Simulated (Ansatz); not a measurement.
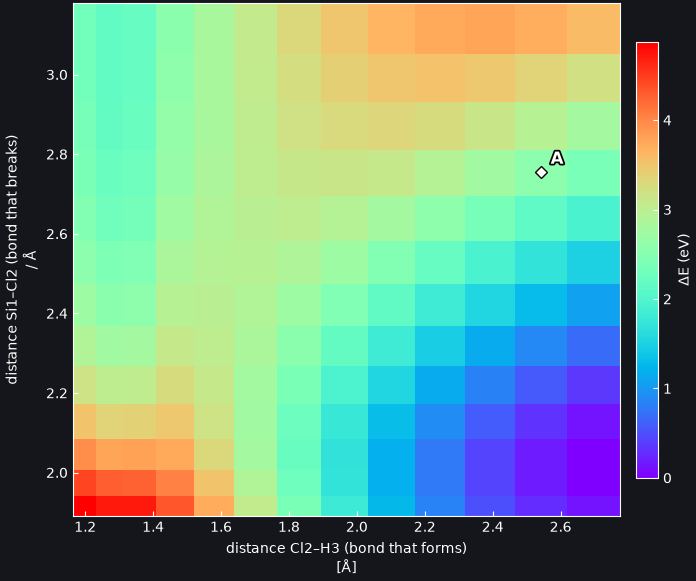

The reacting system ClF₂HSi (fragments ClF₂HSi where the first distance is long, F₂Si + ClH where the second is long). Coordinates scanned: (1) distance Cl2–H3 (bond that forms); (2) distance Si1–Cl2 (bond that breaks). Relaxed at each point: all other coordinates. Grid: 13 × 13 points. Points are written as (first, second). Energies are in eV, from the lowest grid point. Energies and slopes of some neighbouring points disagree (a jump in structure or state, or too coarse a mesh). The reference is spin-restricted, so regions where a bond is pulled apart into radicals lie too high. These are results of RKS B3LYP-D4/def2-SVP in Ansatz 0.2.0, not measurements.

The picture shows one coloured cell a grid point, the point A.

**Is A at rest? If not, where is it pushed?**

A, at (2.542 Å, 2.755 Å), is not a stationary point. The computed force is 1.3 eV for each Å towards larger values of the first coordinate and 3.6 eV for each Å towards smaller values of the second coordinate.
